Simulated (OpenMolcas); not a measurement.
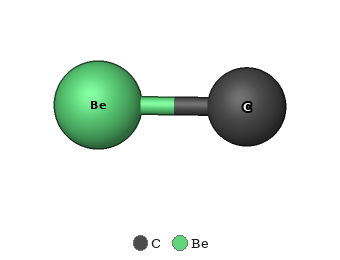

The molecule at the reference distance of 1.574 Å.

## CBe⁺: relativistic diatomic calculation (part 1 of 2)

System: CBe⁺.
Method: SA-CASSCF(5,8)/XMS-CASPT2 + RASSI spin-orbit (X2C scalar, AMFI), ANO-RCC-VTZP (OpenMolcas).

The program's output (extracts):
```
++    Wave function specifications:
      Number of closed shell electrons           4
      Number of electrons in active shells       5
      Number of inactive orbitals                2
      Number of active orbitals                  8
      Number of secondary orbitals              50
      Spin quantum number                      1.5
      State symmetry                             1
++    Orbital specifications:
      Symmetry species                           1   2
                                                 a   b
      Frozen orbitals                            0   0
      Inactive orbitals                          2   0
      Active orbitals                            4   4
      RAS2 orbitals                              4   4
      Secondary orbitals                        26  24
      Number of basis functions                 32  28
      printout of CI-coefficients larger than  0.15 for root  1
      energy=     -52.090299
      conf/sym  1111 2222     Coeff  Weight
            47  0u20 uu00  -0.94405 0.89123
            49  0u20 0uu0  -0.15662 0.02453
            50  0u20 u00u   0.15662 0.02453
      printout of CI-coefficients larger than  0.15 for root  2
      energy=     -51.941003
      conf/sym  1111 2222     Coeff  Weight
            77  0udu uu00   0.15974 0.02552
            83  002u uu00   0.94433 0.89176
      printout of CI-coefficients larger than  0.15 for root  3
      energy=     -51.887249
      conf/sym  1111 2222     Coeff  Weight
            48  0u20 u0u0   0.46066 0.21221
            49  0u20 0uu0  -0.51907 0.26943
            50  0u20 u00u  -0.51907 0.26943
            51  0u20 0u0u  -0.46066 0.21221
      printout of CI-coefficients larger than  0.15 for root  4
      energy=     -51.887249
      conf/sym  1111 2222     Coeff  Weight
            48  0u20 u0u0  -0.51907 0.26943
            49  0u20 0uu0  -0.46066 0.21221
            50  0u20 u00u  -0.46066 0.21221
            51  0u20 0u0u   0.51907 0.26943
      printout of CI-coefficients larger than  0.15 for root  5
      energy=     -51.882643
      conf/sym  1111 2222     Coeff  Weight
            48  0u20 u0u0  -0.67694 0.45825
            51  0u20 0u0u  -0.67694 0.45825
      printout of CI-coefficients larger than  0.15 for root  6
      energy=     -51.867743
      conf/sym  1111 2222     Coeff  Weight
            29  02u0 uu00   0.46197 0.21342
            49  0u20 0uu0   0.48753 0.23769
            50  0u20 u00u  -0.48753 0.23769
           101  0uud uu00   0.43564 0.18978
           174  0uuu du00   0.17968 0.03228
      Natural orbitals and occupation numbers for root  1
      sym 1:   0.003200   0.995343   1.966584   0.020122
      sym 2:   0.987026   0.987026   0.020350   0.020350
      Natural orbitals and occupation numbers for root  2
      sym 1:   0.008994   0.087971   1.930069   0.967365
      sym 2:   0.983530   0.983530   0.019271   0.019271
      Natural orbitals and occupation numbers for root  3
      sym 1:   0.013399   0.995481   1.956547   0.002525
      sym 2:   0.518346   0.518345   0.497678   0.497678
      Natural orbitals and occupation numbers for root  4
      sym 1:   0.013399   0.995481   1.956547   0.002525
      sym 2:   0.518345   0.518346   0.497678   0.497679
      Natural orbitals and occupation numbers for root  5
      sym 1:   0.002641   0.995301   1.953491   0.013998
      sym 2:   0.519775   0.519774   0.497510   0.497509
      Natural orbitals and occupation numbers for root  6
      sym 1:   0.003984   1.227790   1.506675   0.232757
      sym 2:   0.759848   0.759848   0.254549   0.254549
      RASSCF energy for state  6                    -51.86774292
::    RASSCF root number  1 Total energy:    -52.09029933
::    RASSCF root number  2 Total energy:    -51.94100283
::    RASSCF root number  3 Total energy:    -51.88724931
::    RASSCF root number  4 Total energy:    -51.88724931
::    RASSCF root number  5 Total energy:    -51.88264321
::    RASSCF root number  6 Total energy:    -51.86774292
      Von Neumann Entropy (Root   1) =  1.74686
++    Wave function specifications:
      Number of closed shell electrons           0
      Number of electrons in active shells       5
      Number of inactive orbitals                0
      Number of active orbitals                  8
      Number of secondary orbitals              50
      Spin quantum number                      1.5
      State symmetry                             1
      Number of CSFs                           252
      Number of CASSCF root(s) available         6
      CASPT2 state passed to geometry opt.       6
      A file JOBMIX will be created
      This is a MULTI-STATE CASSCF reference
      Number of CI roots used                    6
      These are:                                 1   2   3   4   5   6
      Off-diagonal elements of Heff are computed
  FINAL CASPT2 RESULT:
      Reference energy:         -52.0902993346
      E2 (Non-variational):      -0.0719363974
      Shift correction:          -0.0008864974
      E2 (Variational):          -0.0728228949
      Total energy:             -52.1631222295
      Reference weight:           0.96877
  FINAL CASPT2 RESULT:
      Reference energy:         -51.9410028331
      E2 (Non-variational):      -0.0625967730
      Shift correction:          -0.0007880237
      E2 (Variational):          -0.0633847968
      Total energy:             -52.0043876299
      Reference weight:           0.97296
  FINAL CASPT2 RESULT:
      Reference energy:         -51.8872493058
      E2 (Non-variational):      -0.0606925666
      Shift correction:          -0.0005844699
      E2 (Variational):          -0.0612770365
      Total energy:             -51.9485263423
      Reference weight:           0.97556
  FINAL CASPT2 RESULT:
      Reference energy:         -51.8872493058
      E2 (Non-variational):      -0.0606924603
      Shift correction:          -0.0005844727
      E2 (Variational):          -0.0612769331
      Total energy:             -51.9485262389
      Reference weight:           0.97556
  FINAL CASPT2 RESULT:
      Reference energy:         -51.8826432074
      E2 (Non-variational):      -0.0606801161
      Shift correction:          -0.0005988698
      E2 (Variational):          -0.0612789860
      Total energy:             -51.9439221934
      Reference weight:           0.97548
  FINAL CASPT2 RESULT:
      Reference energy:         -51.8677429215
      E2 (Non-variational):      -0.0602081974
      Shift correction:          -0.0021242980
      E2 (Variational):          -0.0623324953
      Total energy:             -51.9300754169
      Reference weight:           0.96727
       Total XMS-CASPT2 energies:
::    XMS-CASPT2 Root  1     Total energy:    -52.16419589
::    XMS-CASPT2 Root  2     Total energy:    -52.00493724
::    XMS-CASPT2 Root  3     Total energy:    -51.94853431
::    XMS-CASPT2 Root  4     Total energy:    -51.94851827
::    XMS-CASPT2 Root  5     Total energy:    -51.94392220
::    XMS-CASPT2 Root  6     Total energy:    -51.92845214
++    Wave function specifications:
      Number of closed shell electrons           4
      Number of electrons in active shells       5
      Number of inactive orbitals                2
      Number of active orbitals                  8
      Number of secondary orbitals              50
      Spin quantum number                      0.5
      State symmetry                             2
      printout of CI-coefficients larger than  0.15 for root  1
      energy=     -52.054708
      conf/sym  1111 2222     Coeff  Weight
            21  0220 u000   0.78495 0.61614
            53  0u2d u000  -0.51493 0.26515
           242  0020 u200   0.19893 0.03957
      printout of CI-coefficients larger than  0.15 for root  2
      energy=     -52.054708
      conf/sym  1111 2222     Coeff  Weight
            22  0220 0u00  -0.78495 0.61614
            54  0u2d 0u00   0.51493 0.26515
           241  0020 2u00   0.19893 0.03957
      printout of CI-coefficients larger than  0.15 for root  3
      energy=     -51.982241
      conf/sym  1111 2222     Coeff  Weight
            21  0220 u000   0.27287 0.07446
            22  0220 0u00   0.28800 0.08294
            53  0u2d u000   0.39038 0.15240
            54  0u2d 0u00   0.41204 0.16977
           121  0u2u d000   0.41745 0.17427
           122  0u2u 0d00   0.44061 0.19414
           241  0020 2u00  -0.17690 0.03130
           242  0020 u200   0.16761 0.02809
      printout of CI-coefficients larger than  0.15 for root  4
      energy=     -51.982241
      conf/sym  1111 2222     Coeff  Weight
            21  0220 u000   0.28800 0.08294
            22  0220 0u00  -0.27287 0.07446
            53  0u2d u000   0.41204 0.16977
            54  0u2d 0u00  -0.39038 0.15240
           121  0u2u d000   0.44061 0.19414
           122  0u2u 0d00  -0.41745 0.17427
           241  0020 2u00   0.16761 0.02809
           242  0020 u200   0.17690 0.03130
      printout of CI-coefficients larger than  0.15 for root  5
      energy=     -51.962306
      conf/sym  1111 2222     Coeff  Weight
            21  0220 u000   0.24511 0.06008
           121  0u2u d000   0.17214 0.02963
           182  0200 u200   0.15508 0.02405
           242  0020 u200  -0.88651 0.78590
           255  0020 uu0d   0.16743 0.02803
      printout of CI-coefficients larger than  0.15 for root  6
      energy=     -51.962306
      conf/sym  1111 2222     Coeff  Weight
            22  0220 0u00   0.24511 0.06008
           122  0u2u 0d00   0.17214 0.02963
           181  0200 2u00  -0.15508 0.02405
           241  0020 2u00   0.88651 0.78590
           246  0020 uud0  -0.16743 0.02803
      printout of CI-coefficients larger than  0.15 for root  7
      energy=     -51.929482
      conf/sym  1111 2222     Coeff  Weight
            22  0220 0u00   0.27561 0.07596
            54  0u2d 0u00   0.57538 0.33106
           122  0u2u 0d00  -0.72639 0.52765
      printout of CI-coefficients larger than  0.15 for root  8
      energy=     -51.929482
      conf/sym  1111 2222     Coeff  Weight
            21  0220 u000  -0.27561 0.07596
            53  0u2d u000  -0.57538 0.33106
           121  0u2u d000   0.72639 0.52765
      Natural orbitals and occupation numbers for root  1
      sym 1:   0.008967   1.790084   1.956680   0.102161
      sym 2:   0.979047   0.113228   0.036437   0.013395
      Natural orbitals and occupation numbers for root  2
      sym 1:   0.008967   1.790084   1.956680   0.102161
      sym 2:   0.113228   0.979047   0.013395   0.036437
      Natural orbitals and occupation numbers for root  3
      sym 1:   0.013186   1.295874   1.958585   0.570952
      sym 2:   0.145622   0.954881   0.008373   0.052528
      Natural orbitals and occupation numbers for root  4
      sym 1:   0.013186   1.295874   1.958585   0.570952
      sym 2:   0.954881   0.145622   0.052528   0.008373
      Natural orbitals and occupation numbers for root  5
      sym 1:   0.008238   0.230260   1.917532   0.036740
      sym 2:   0.975907   1.729888   0.028744   0.072692
      Natural orbitals and occupation numbers for root  6
      sym 1:   0.008238   0.230260   1.917532   0.036740
      sym 2:   1.729888   0.975907   0.072692   0.028744
      Natural orbitals and occupation numbers for root  7
      sym 1:   0.015473   1.241903   1.951160   0.742108
      sym 2:   0.039295   0.981511   0.005037   0.023513
      Natural orbitals and occupation numbers for root  8
      sym 1:   0.015473   1.241903   1.951160   0.742108
      sym 2:   0.981511   0.039295   0.023513   0.005037
      RASSCF energy for state  8                    -51.92948202
::    RASSCF root number  1 Total energy:    -52.05470820
::    RASSCF root number  2 Total energy:    -52.05470820
::    RASSCF root number  3 Total energy:    -51.98224122
::    RASSCF root number  4 Total energy:    -51.98224122
::    RASSCF root number  5 Total energy:    -51.96230632
::    RASSCF root number  6 Total energy:    -51.96230632
::    RASSCF root number  7 Total energy:    -51.92948203
::    RASSCF root number  8 Total energy:    -51.92948202
      Von Neumann Entropy (Root   1) =  1.32092
++    Wave function specifications:
      Number of closed shell electrons           0
      Number of electrons in active shells       5
      Number of inactive orbitals                0
      Number of active orbitals                  8
      Number of secondary orbitals              50
      Spin quantum number                      0.5
      State symmetry                             2
      Number of CSFs                           504
      Number of CASSCF root(s) available         8
      CASPT2 state passed to geometry opt.       8
      A file JOBMIX will be created
      This is a MULTI-STATE CASSCF reference
      Number of CI roots used                    8
      These are:                                 1   2   3   4   5   6   7   8
      Off-diagonal elements of Heff are computed
  FINAL CASPT2 RESULT:
      Reference energy:         -52.0547082017
      E2 (Non-variational):      -0.0787085467
      Shift correction:          -0.0008489958
      E2 (Variational):          -0.0795575425
      Total energy:             -52.1342657442
      Reference weight:           0.96762
  FINAL CASPT2 RESULT:
      Reference energy:         -52.0547082010
      E2 (Non-variational):      -0.0787085467
      Shift correction:          -0.0008489957
      E2 (Variational):          -0.0795575424
      Total energy:             -52.1342657434
      Reference weight:           0.96762
  FINAL CASPT2 RESULT:
      Reference energy:         -51.9822412210
      E2 (Non-variational):      -0.0608695737
      Shift correction:          -0.0007569254
      E2 (Variational):          -0.0616264991
      Total energy:             -52.0438677201
      Reference weight:           0.97411
  FINAL CASPT2 RESULT:
      Reference energy:         -51.9822412210
      E2 (Non-variational):      -0.0608695710
      Shift correction:          -0.0007569254
      E2 (Variational):          -0.0616264964
      Total energy:             -52.0438677174
      Reference weight:           0.97411
  FINAL CASPT2 RESULT:
      Reference energy:         -51.9623063212
      E2 (Non-variational):      -0.0699856084
      Shift correction:          -0.0009303515
      E2 (Variational):          -0.0709159599
      Total energy:             -52.0332222811
      Reference weight:           0.96933
  FINAL CASPT2 RESULT:
      Reference energy:         -51.9623063169
      E2 (Non-variational):      -0.0699856098
      Shift correction:          -0.0009303512
      E2 (Variational):          -0.0709159610
      Total energy:             -52.0332222779
      Reference weight:           0.96933
  FINAL CASPT2 RESULT:
      Reference energy:         -51.9294820254
      E2 (Non-variational):      -0.0690475560
      Shift correction:          -0.0008453647
      E2 (Variational):          -0.0698929207
      Total energy:             -51.9993749460
      Reference weight:           0.96965
  FINAL CASPT2 RESULT:
      Reference energy:         -51.9294820239
      E2 (Non-variational):      -0.0690475574
      Shift correction:          -0.0008453647
      E2 (Variational):          -0.0698929221
      Total energy:             -51.9993749460
      Reference weight:           0.96965
       Total XMS-CASPT2 energies:
::    XMS-CASPT2 Root  1     Total energy:    -52.12814286
::    XMS-CASPT2 Root  2     Total energy:    -52.12814286
::    XMS-CASPT2 Root  3     Total energy:    -52.04722761
::    XMS-CASPT2 Root  4     Total energy:    -52.04722761
::    XMS-CASPT2 Root  5     Total energy:    -52.03479305
::    XMS-CASPT2 Root  6     Total energy:    -52.03479305
::    XMS-CASPT2 Root  7     Total energy:    -52.00056717
::    XMS-CASPT2 Root  8     Total energy:    -52.00056717
++    Wave function specifications:
      Number of closed shell electrons           4
      Number of electrons in active shells SPIN-FREE ENERGIES:
  (Shifted by EMIN (a.u.) =        -52.1641958907)
 SF State       Relative EMIN(au)   Rel lowest level(eV)    D:o, cm**(-1)      Abs_M
     1             0.0000000000        0.0000000000              0.0000         0.0
     7             0.0360530326        0.9810529962           7912.7260         1.0
     8             0.0360530326        0.9810529962           7912.7260         1.0
    15             0.0591740923        1.6102090814          12987.2121         2.0
    16             0.0591935419        1.6107383317          12991.4808         2.0
    17             0.0775472030        2.1101668925          17019.6438         0.0
    18             0.0821914610        2.2365435926          18038.9406         0.0
    23             0.0963856680        2.6227876394          21154.2089         1.0
    24             0.0963857041        2.6227886219          21154.2169         1.0
    19             0.1155845946        3.1452170475          25367.8863         0.0
    10             0.1169682816        3.1828690894          25671.5705         1.0
     9             0.1169682816        3.1828690894          25671.5705         1.0
    11             0.1294028406        3.5212306767          28400.6407         1.0
    12             0.1294028415        3.5212307019          28400.6409         1.0
     2             0.1592586490        4.3336486117          34953.2333         0.0
    13             0.1636287193        4.4525642822          35912.3529         1.0
    14             0.1636287193        4.4525642822          35912.3529         1.0
    20             0.1642649733        4.4698776342          36051.9945         0.0
    21             0.2094531808        5.6995114026          45969.6596         2.0
    22             0.2094670819        5.6998896715          45972.7106         2.0
     3             0.2156615799        5.8684505493          47332.2457         2.0
     4             0.2156776203        5.8688870312          47335.7662         2.0
     5             0.2202736905        5.9939524721          48344.4870         0.0
     6             0.2357437535        6.4149143317          51739.7734         0.0
```

(Continued in part 2.) Outcome of the run: converged.
